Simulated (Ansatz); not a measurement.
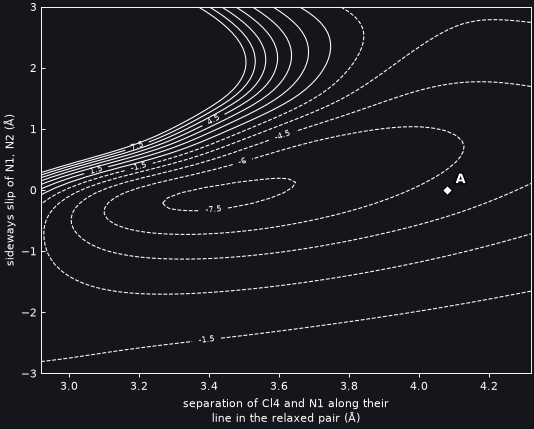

The pair N₂···CH₃Cl. 
- The first coordinate is: separation of Cl4 and N1 along their line in the relaxed pair; the second: sideways slip of N1, N2.
- Nothing is relaxed (both partners rigid).
- The scan uses a 9 × 9 grid.
- Points are written as (first, second).
- Energies: kJ/mol, counted from the two partners far apart, frozen as in the relaxed pair, each in its own basis (no counterpoise correction).
- The calculation used RKS CAM-B3LYP-D4/def2-SVPD (Ansatz).

The picture shows contour lines labelled in kJ/mol (none above 9), the point A. Between grid points the surface is interpolated.

Is A at rest? If not, where is it pushed?

Answer. A, at (4.081 Å, 0.00 Å), is not a stationary point. The computed force is 5 kJ/mol for each Å towards smaller values of the first coordinate and 2 kJ/mol for each Å towards larger values of sideways slip of N1, N2.
